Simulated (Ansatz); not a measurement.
## Electronic structure of GaH₃O₃ (charge +1, doublet) in real space

```xyz
7

Ga    0.0663   -0.0391   -0.0601
O     0.2809    0.5148   -1.7834
O     1.0108   -1.5499    0.2413
O    -0.9600    0.9863    1.0155
H     0.6268   -2.2467    0.8222
H    -0.3905    1.1363   -2.1561
H    -0.6342    1.1982    1.9208
```

Geometry: PBE-D4/def2-SVP.

Method: UKS PBE0-D4/def2-TZVP in Ansatz.

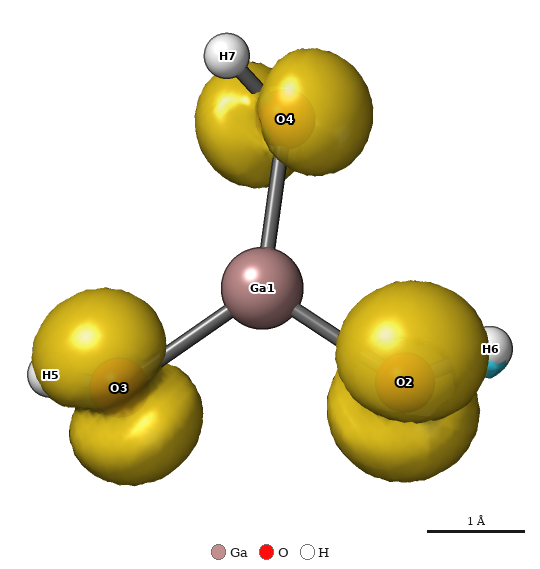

Figure 1. Isosurfaces of the spin density at +0.02 (yellow) and −0.02 e/Å³ (cyan), seen at a tilt.

Q: Where is the unpaired spin?

A: The unpaired spin (1 electron) lies mostly on O2 (about 0.5), O3 (about 0.3) and O4 (about 0.2), in electrons by Hirshfeld's partition.

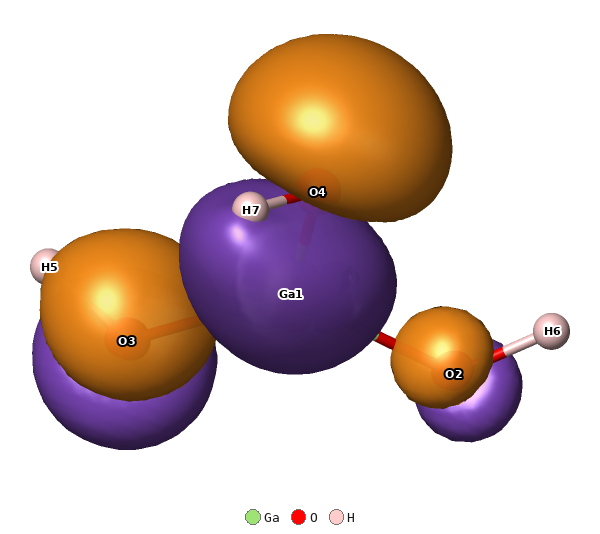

Figure 2. The HOMO−1 (α) at ±0.1 Å⁻³ᐟ² (orange and purple are the two phases), seen at an oblique angle.

Q: Where does this orbital lie, and at what energy?

A: By Hirshfeld shares it lies mainly on O4 (about 60 %), O3 (about 20 %) and Ga1 (about 10 %). Its energy is −15.88 eV.
